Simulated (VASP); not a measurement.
Band structure of CdF2 (space group Fm-3m). Method: LDA (Ceperley-Alder, Perdew-Zunger) with spin-orbit coupling, VASP's LDA PAW potentials (set 64) (plane waves; VASP 6.6.1).

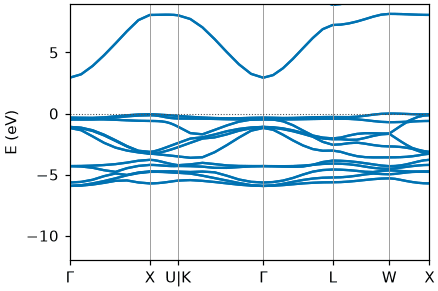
Fig. 1. Bands along high-symmetry lines, zero at the valence-band maximum or, without a gap, the Fermi level

Question: Read the plot: is there a gap, and where are the band edges?

Answer: The gap is indirect, 2.93 eV, from the valence maximum at W to the conduction minimum at Γ.

The structure comes from a computed database's CdF2 entry (Fm-3m); how it stands against other phases isn't given here. It was relaxed first.
